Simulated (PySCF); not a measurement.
# revPBE/def2-SVP (core potential) run of InCNClF (SMILES N#[C][In]([F])[Cl])

Aim: the energy change on altering one bond length of InCNClF at revPBE/def2-SVP (core potential), from 2 runs. Input form: a Python script.

The results are computed with PySCF 2.14.0.

1 further run of the same task is left out (set aside as unsound or not needed).

**1. The system as given**

The species is InCNClF (5 atoms), meant as a singlet with charge 0. As SMILES, `N#[C][In]([F])[Cl]`. The coordinates come from a PBE0-D4/def2-TZVP relaxation.

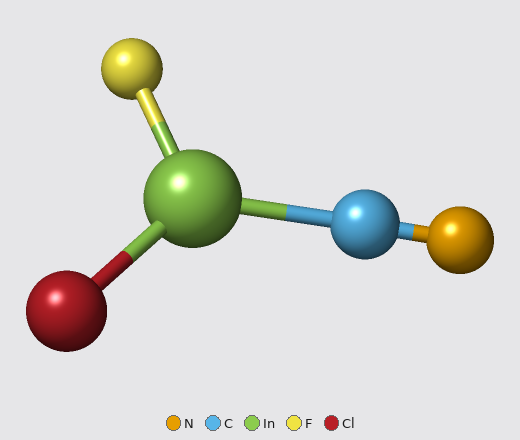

Viewed from a chosen angle; nitrogen amber, carbon blue, indium green, fluorine yellow, chlorine red.

**2. A single-point energy at revPBE/def2-SVP (core potential)**

The input, job.py:

```python
from pyscf import gto, dft

mol = gto.Mole()
mol.atom = '''
N   -1.392600   1.451400   1.648800
C   -0.781900   0.784400   0.934900
In   0.330400  -0.389600  -0.376400
F    0.434400  -2.280900  -0.039700
Cl   1.459700   0.361000  -2.209100
'''
mol.max_memory = 1860
mol.basis = 'def2-svp'
mol.ecp = {'In': 'def2-svp'}
mol.verbose = 4
mol.build()

ks = dft.RKS(mol, xc='revpbe')
ks.grids.level = 5
ks.conv_tol = 1e-10
ks.kernel()
if not ks.converged:
    ks = ks.newton().run(ks.mo_coeff, ks.mo_occ)

e_final = ks.e_tot
print('Final energy', e_final)
```

Command:

```bash
OMP_NUM_THREADS=1 python job.py
```

The log of the run:

```text
PySCF version 2.14.0

[INPUT] num. atoms = 5
[INPUT] num. electrons = 60
[INPUT] charge = 0
[INPUT] spin (= nelec alpha-beta = 2S) = 0
[INPUT] symmetry False subgroup None
[INPUT] Mole.unit = angstrom
[INPUT] Symbol           X                Y                Z      unit          X                Y                Z       unit  Magmom
[INPUT]  1 N     -1.392600000000   1.451400000000   1.648800000000 AA   -2.631632601069   2.742748497194   3.115780434183 Bohr   0.0
[INPUT]  2 C     -0.781900000000   0.784400000000   0.934900000000 AA   -1.477576856797   1.482301172109   1.766704953856 Bohr   0.0
[INPUT]  3 In     0.330400000000  -0.389600000000  -0.376400000000 AA    0.624365511556  -0.736237298131  -0.711292913286 Bohr   0.0
[INPUT]  4 F      0.434400000000  -2.280900000000  -0.039700000000 AA    0.820897028511  -4.310276317520  -0.075022127145 Bohr   0.0
[INPUT]  5 Cl     1.459700000000   0.361000000000  -2.209100000000 AA    2.758433224028   0.682191130968  -4.174593981777 Bohr   0.0

nuclear repulsion = 275.341192927487
number of shells = 36
number of NR pGTOs = 169
number of NR cGTOs = 86
basis = def2-svp
ecp = {'In': 'def2-svp'}

******** <class 'pyscf.dft.rks.RKS'> ********
method = RKS
initial guess = minao
damping factor = 0
level_shift factor = 0
DIIS = <class 'pyscf.scf.diis.CDIIS'>
diis_start_cycle = 1
diis_space = 8
diis_damp = 0
SCF conv_tol = 1e-10
SCF conv_tol_grad = None
SCF max_cycles = 50
direct_scf = True
direct_scf_tol = 1e-13
XC library pyscf.dft.libxc version 7.0.0
    S. Lehtola, C. Steigemann, M. J.T. Oliveira, and M. A.L. Marques.,  SoftwareX 7, 1–5 (2018)
XC functionals = revpbe
    Y. Zhang and W. Yang.,  Phys. Rev. Lett. 80, 890 (1998)
    J. P. Perdew, K. Burke, and M. Ernzerhof.,  Phys. Rev. Lett. 77, 3865 (1996)
    J. P. Perdew, K. Burke, and M. Ernzerhof.,  Phys. Rev. Lett. 78, 1396 (1997)
radial grids:
    Treutler-Ahlrichs [JCP 102, 346 (1995); DOI:10.1063/1.469408] (M4) radial grids

becke partition: Becke, JCP 88, 2547 (1988); DOI:10.1063/1.454033
pruning grids: <function nwchem_prune>
grids dens level: 5
symmetrized grids: False
atomic radii adjust function: <function treutler_atomic_radii_adjust>
small_rho_cutoff = 0
Set gradient conv threshold to 1e-05
Initial guess from minao.
tot grids = 219344
init E= -821.943510474223
  HOMO = -0.620755946932796  LUMO = -0.582857530114102  gap/eV = 1.03127
cycle= 1 E= -840.820766370733  delta_E= -18.9  |g|= 2.76  |ddm|= 13.5
  HOMO = 0.0951181726330408  LUMO = 0.113542876129512  gap/eV = 0.50136
cycle= 2 E= -819.601174771778  delta_E= 21.2  |g|= 8.92  |ddm|= 23.6
  HOMO = -0.223242357680299  LUMO = -0.0447415973443236  gap/eV = 4.85725
cycle= 3 E= -841.430575896473  delta_E= -21.8  |g|= 2.14  |ddm|=   23
  HOMO = -0.19565883347701  LUMO = -0.10733501474564  gap/eV = 2.40341
cycle= 4 E= -841.568330989478  delta_E= -0.138  |g|= 2.26  |ddm|= 3.17
  HOMO = -0.247442709024434  LUMO = -0.111135219510625  gap/eV = 3.70912
cycle= 5 E= -842.636895987437  delta_E= -1.07  |g|= 0.435  |ddm|= 1.73
  HOMO = -0.275108918818166  LUMO = -0.11881689187541  gap/eV = 4.25292
cycle= 6 E= -842.653020850025  delta_E= -0.0161  |g|= 0.414  |ddm|= 0.942
  HOMO = -0.30768003818656  LUMO = -0.123897329225178  gap/eV = 5.00098
cycle= 7 E= -842.686513368273  delta_E= -0.0335  |g|= 0.132  |ddm|=  0.4
  HOMO = -0.29928027086504  LUMO = -0.122559415550706  gap/eV = 4.80882
cycle= 8 E= -842.690805006787  delta_E= -0.00429  |g|= 0.0309  |ddm|= 0.146
  HOMO = -0.300459586911186  LUMO = -0.122159158602165  gap/eV = 4.85180
cycle= 9 E= -842.69100149014  delta_E= -0.000196  |g|= 0.011  |ddm|= 0.0379
  HOMO = -0.300152669935357  LUMO = -0.122063640136214  gap/eV = 4.84605
cycle= 10 E= -842.691031573528  delta_E= -3.01e-05  |g|= 0.00332  |ddm|= 0.0118
  HOMO = -0.30006403731224  LUMO = -0.121986614860847  gap/eV = 4.84573
cycle= 11 E= -842.691033963154  delta_E= -2.39e-06  |g|= 0.000949  |ddm|= 0.00242
  HOMO = -0.300148712894132  LUMO = -0.122020208569755  gap/eV = 4.84712
cycle= 12 E= -842.691034163763  delta_E= -2.01e-07  |g|= 0.000149  |ddm|= 0.000796
  HOMO = -0.300130218726697  LUMO = -0.122012810613954  gap/eV = 4.84682
cycle= 13 E= -842.69103417001  delta_E= -6.25e-09  |g|= 2.7e-05  |ddm|= 0.000204
  HOMO = -0.30012903323552  LUMO = -0.122012036404015  gap/eV = 4.84681
cycle= 14 E= -842.691034170213  delta_E= -2.03e-10  |g|= 3.96e-06  |ddm|= 3.44e-05
  HOMO = -0.300128440856993  LUMO = -0.122011819009985  gap/eV = 4.84680
cycle= 15 E= -842.691034170215  delta_E= -2.27e-12  |g|= 1.31e-06  |ddm|= 6.86e-06
  HOMO = -0.300128568955279  LUMO = -0.122011974279149  gap/eV = 4.84680
Extra cycle  E= -842.691034170212  delta_E= 3.18e-12  |g|= 3.69e-06  |ddm|= 3.88e-06
converged SCF energy = -842.691034170212
Final energy -842.6910341702122
```

It took 25 s on 1 thread of Intel Xeon at 2.70GHz, shared host; peak memory 0.44 GiB.

**3. The distorted shape**

The input, input.py:

```python
from pyscf import gto, dft

molecule = gto.M(
    atom='''
N       -1.575799       1.651488       1.862957
C       -0.781900       0.784400       0.934900
In       0.330400      -0.389600      -0.376400
F        0.434400      -2.280900      -0.039700
Cl       1.459700       0.361000      -2.209100
''',
    charge=0,
    spin=0,
    basis='def2-svp',
    ecp={'In': 'def2-svp'},
    verbose=3,
    max_memory=1860,
)

myscf = dft.RKS(molecule, xc='revpbe')
myscf.conv_tol = 1e-10
myscf.grids.level = 5
myscf.kernel()
if not myscf.converged:
    myscf = myscf.newton().run(myscf.mo_coeff, myscf.mo_occ)

energy = myscf.e_tot
print('E = %.10f Eh' % energy)
```

Command:

```bash
OMP_NUM_THREADS=1 python input.py
```

The log of the run:

```text
converged SCF energy = -842.580751020076
E = -842.5807510201 Eh
```

Run time: 23 s. Hardware: 1 thread of Intel Xeon at 2.70GHz, shared host; peak memory 0.44 GiB.

**4. Outcome**

At revPBE/def2-SVP (core potential):

| quantity | value |
| --- | --- |
| first shape: total energy | -842.69103 Eh |
| first shape: dipole moment | 1.37 D |
| first shape: HOMO energy | -8.17 eV |
| first shape: LUMO energy | -3.32 eV |
| first shape: HOMO–LUMO gap | 4.85 eV |
| distorted shape: total energy | -842.58075 Eh |
| distorted shape: dipole moment | 1.28 D |
| distorted shape: HOMO energy | -7.68 eV |
| distorted shape: LUMO energy | -4.07 eV |
| distorted shape: HOMO–LUMO gap | 3.61 eV |
| energy change with the N1–C2 bond stretched from 1.152 to 1.498 Å | 3.001 eV |

What this shows: With the N1–C2 bond stretched from 1.152 to 1.498 Å the energy rises by 3.00 eV (69 kcal/mol). The first shape isn't relaxed at this level, so the change isn't measured from a minimum. Mulliken charges (first shape) run from -0.37 on F4 to +0.68 on In3.
